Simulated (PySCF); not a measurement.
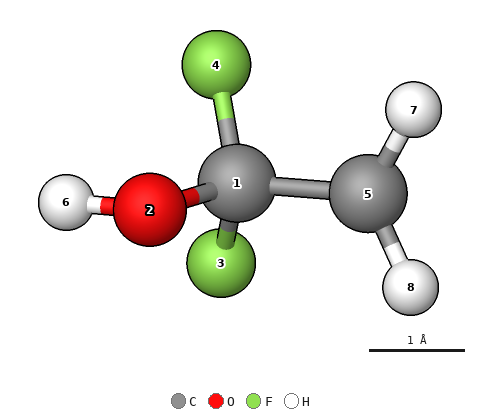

The structure (ball-and-stick view, seen at a tilt; atoms are numbered from 1 in the order of the input). Bond lengths as drawn: C–C 1.48 Å, C–F 1.36 Å, C–H 1.09 Å, C–O 1.35 Å and H–O 0.97 Å.

# Run report: C2H3F2O, EPR calculation

The run: EPR calculation of C2H3F2O, multiplicity 2, SMILES [CH2]C(O)(F)F. Method and program: UKS BHandHLYP, IGLO-III on C F O, pcH-1 on H, non-relativistic, mean-field spin-orbit, GIAO (PySCF 2.14.0).

Input file
```
{"job": {"kind": "epr", "xc": "BHandHLYP"}, "charge": 0, "multiplicity": 2}
C     -0.255143    -0.245350     0.071560
O     -1.084990     0.823778     0.077666
F     -0.322400    -0.884248     1.272509
F     -0.684814    -1.158518    -0.840334
C      1.141527     0.159773    -0.220654
H     -1.977493     0.507949     0.280562
H      1.487429     0.168258    -1.254035
H      1.743047     0.590746     0.579569
```

The first line tells a small driver script what to run in PySCF; the rest is the geometry in Å.

Command:
```bash
OMP_NUM_THREADS=1 python <driver script> task.json out
```

The program's output
```
UKS, coarse grid
  cycle   1  E = -352.72512998  |g| = 6.55e-01
  cycle   2  E = -352.71565640  |g| = 7.31e-01
  cycle   3  E = -352.87189661  |g| = 2.95e-02
  cycle   4  E = -352.87238695  |g| = 1.33e-02
  cycle   5  E = -352.87247078  |g| = 6.02e-03
  cycle   6  E = -352.87248825  |g| = 2.34e-03
  cycle   7  E = -352.87249296  |g| = 9.04e-04
UKS, final grid
  cycle   1  E = -352.87248363  |g| = 6.86e-04
  cycle   2  E = -352.87248375  |g| = 6.45e-04
  cycle   3  E = -352.87248390  |g| = 1.37e-04
  cycle   4  E = -352.87248392  |g| = 8.74e-05
  cycle   5  E = -352.87248392  |g| = 8.34e-06
E = -352.87248392 Eh   <S^2> = 0.7549 (exact 0.7500)
g shifts (ppm)      1          2          3
  rmc          -152       -152       -152
  gc             16         43         45
  oz_so         -78        -14        521
  total        -214       -123        414
hyperfine (MHz)  atom isotope    a_iso     a_fc   dipolar eigenvalues
    0   13C     -44.70     -44.70     -2.29      0.39      1.91
    1   17O     -56.25     -56.25     -5.61      2.68      2.93
    2   19F      67.11      67.11    -34.37    -30.87     65.24
    3   19F      32.38      32.38    -23.71    -18.97     42.68
    4   13C     123.02     123.02    -82.34    -81.43    163.76
    5    1H      26.83      26.83     -2.98     -2.15      5.13
    6    1H     -78.56     -78.56    -40.42     -1.77     42.19
    7    1H     -77.39     -77.39    -40.30     -1.96     42.26
```

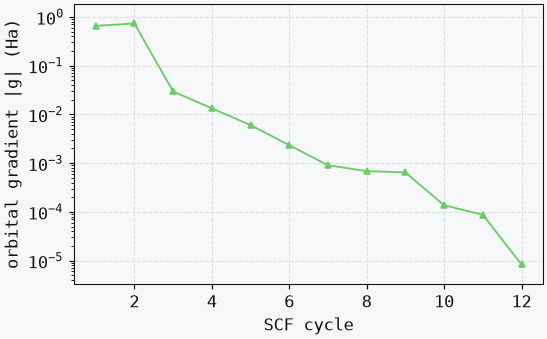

Convergence of the self-consistent field: orbital gradient |g| against the SCF cycle. All cycles printed in the log are drawn one after another.

Key numbers

```tsv
quantity	value
outcome	converged
total energy	−352.872484 hartree
⟨S²⟩	0.755
isotropic g	2.0023
hardware	1 CPU thread, shared host
wall time	22 s
peak memory	0.61 GiB
```
